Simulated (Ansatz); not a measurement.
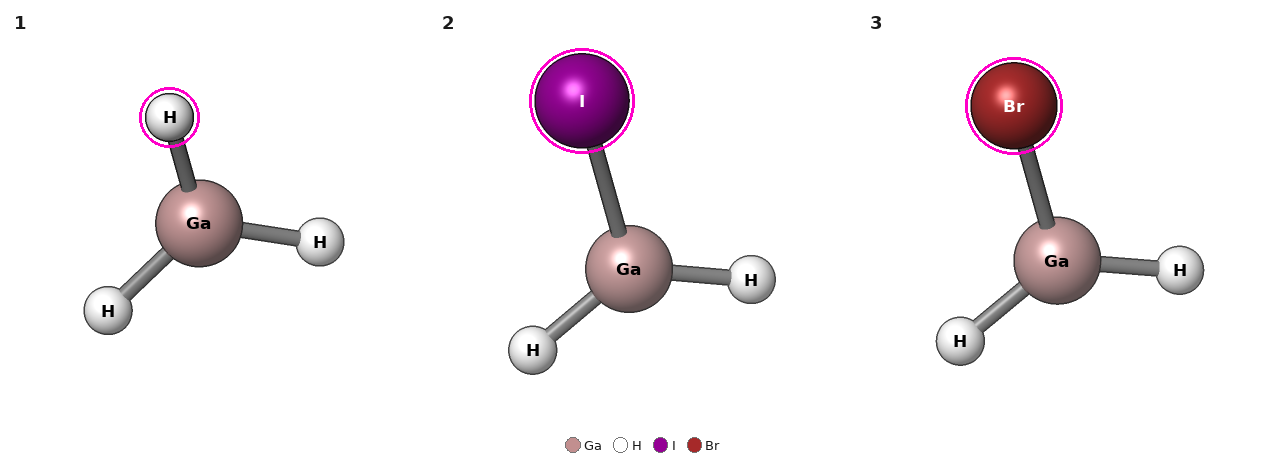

3 molecules with one skeleton, seen from the same side and at one scale; the atom that differs is circled. Each species is neutral and a spin singlet. Computed geometries: PBE0-D4/def2-TZVP optimisations, one conformation each. Properties computed with Ansatz 0.2.0. Elements past Kr carry core potentials.

One atom differs, called X below: H in panel 1, I in panel 2, Br in panel 3. Their formulas are GaH3 (`[GaH3]`), GaH2I (`[GaH2][I]`), BrGaH2 (`[GaH2][Br]`).

Rank them by the dipole moment, lowest first (PBE-D4/def2-TZVPP).

1 (H), 2 (I), 3 (Br).

Rank them by the vertical ionisation energy, lowest first (PBE0-D4/def2-TZVPP).

2 (I), 3 (Br), 1 (H).

Give the values. With PBE0-D4/def2-TZVP: length of X–Ga (Å), mean angle X–Ga–H (°). With CAM-B3LYP-D4/def2-TZVPP: HOMO energy (Kohn–Sham orbital) (eV), HOMO–LUMO gap (eV). With PBE0-D4/def2-TZVPP: vertical ionisation energy (eV). With PBE-D4/def2-TZVPP: dipole moment (D).

```csv
quantity,1 (H),2 (I),3 (Br)
length of X–Ga (Å),1.568,2.491,2.294
mean angle X–Ga–H (°),120.0,115.9,115.4
HOMO energy (Kohn–Sham orbital) (eV),−10.01,−8.71,−9.38
HOMO–LUMO gap (eV),9.04,7.59,8.34
vertical ionisation energy (eV),11.15,9.65,10.35
dipole moment (D),0.00,1.34,1.68
```
